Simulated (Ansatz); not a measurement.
**ClF2HSi···H2O: density, localisation and related maps**

Input file:

```
crystal:
  periodic: [false, false, false]
  atoms:
    - {symbol: Si, position_ang: [-0.966960, 0.715446, -0.226053]}
    - {symbol: O, position_ang: [1.515996, -1.060232, 0.611169]}
    - {symbol: F, position_ang: [-1.220216, -0.823824, -0.482600]}
    - {symbol: F, position_ang: [0.355230, 1.136744, -0.983973]}
    - {symbol: H, position_ang: [-2.084042, 1.463580, -0.811667]}
    - {symbol: H, position_ang: [2.077235, -0.680486, -0.069381]}
    - {symbol: Cl, position_ang: [-0.823432, 1.103981, 1.743174]}
    - {symbol: H, position_ang: [1.146089, -1.855209, 0.219331]}
basis:
  gaussian: {orbitals: def2-TZVPP}
hamiltonian: {xc: pbe0, dispersion: d4}
output: {orbitals: {seedname: orbitals}}
```

Launched as:

```sh
ansatz run in.yaml --threads 4 --pin off --events-out ev --progress --plain --max-ram 9574MiB
```

The product side of a reaction path; geometry: PBE0-D4/def2-TZVP.

Level of theory: Ansatz 0.2.0, RKS PBE0-D4/def2-TZVPP.

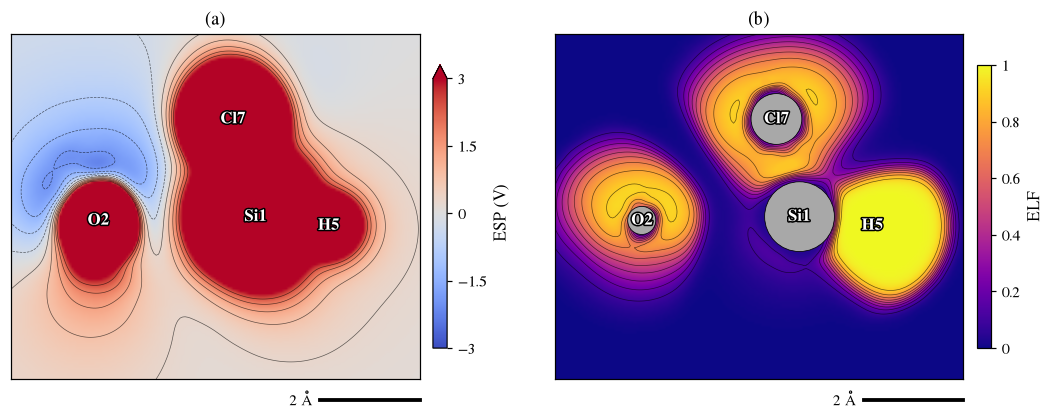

Figure 1. (a) molecular electrostatic potential; (b) ELF on the plane of atoms H5, Si1 and Cl7. Grey discs cover the atomic cores in the ELF map.

### Interpret the plot.

- The section cuts through Si, O, H and Cl sites.
- Si1···O2 (3.17 Å): the ELF dips to about 0 between them.
- Si–Cl (2.01 Å): the ELF peaks at about 0.90 between the atoms (a shared but strongly polarised pair).
- Si–H (1.47 Å): the ELF climbs to about 1 towards the hydrogen, as it does in any bond to H.
- The ELF also peaks beside O2 and Cl7, away from the bonds: lone-pair regions.
- Outside the dense part of the complex the potential is most negative (−2.2 V) near O2.

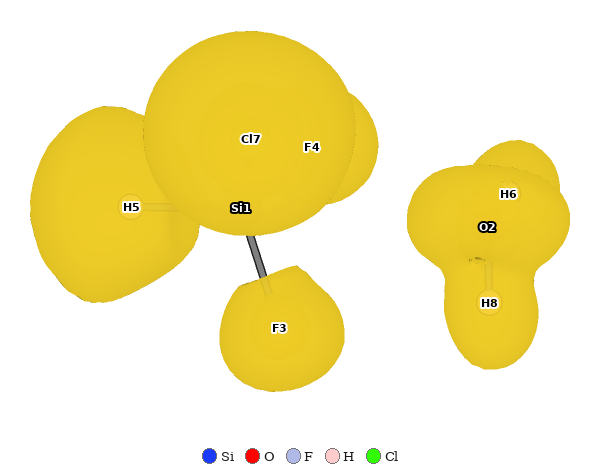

Figure 2. Isosurface of the electron localisation function at 0.75 (yellow), seen at an oblique angle. Only the valence region is drawn (cores and ρ < 0.01 e/Å³ removed).

### Describe the localisation domains.

The ELF exceeds this value in one region around a hydrogen nucleus, one region on Cl in which the atom's valence shell and bonds are merged, two regions wrapped around F (its lone pairs, merged into a ring or cap) and one joined region spread over several atoms (H, O), in which their bonds and any lone pairs are merged.


 Si–F (1.58 Å): the ELF peaks at about 0.85 in the valence shell of F, 0.6 Å from its nucleus, and is about 0.40 at the midpoint.

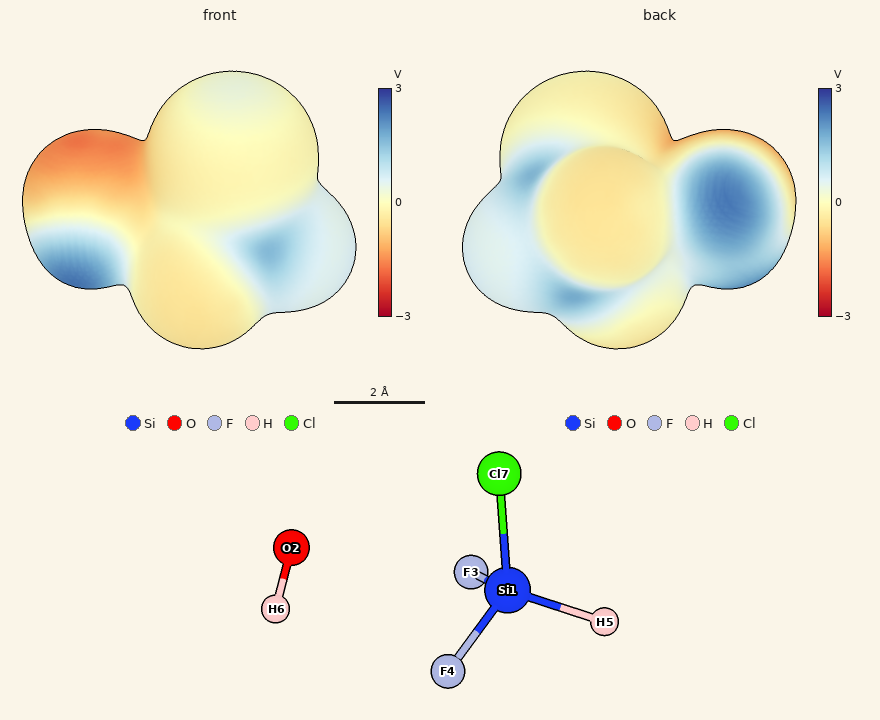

Figure 3. The electrostatic potential painted on the density surface at 0.002 e/bohr³, seen from the front and from behind; the colour scale runs from red (negative) to blue (positive). The bare structure is drawn below in the same view.

### Which sites attract a positive test charge, and which a negative one?

A positive charge is drawn to the negative regions and a negative charge to the positive ones. The most negative region (about −1.6 V) lies over O2, the most positive (about +2.3 V) over H6 and H8. Cl7 shows a σ-hole: about +0.3 V at the tip opposite its bond, against about −0.4 V on its flanks. O2 is the likeliest acceptor of a hydrogen bond.
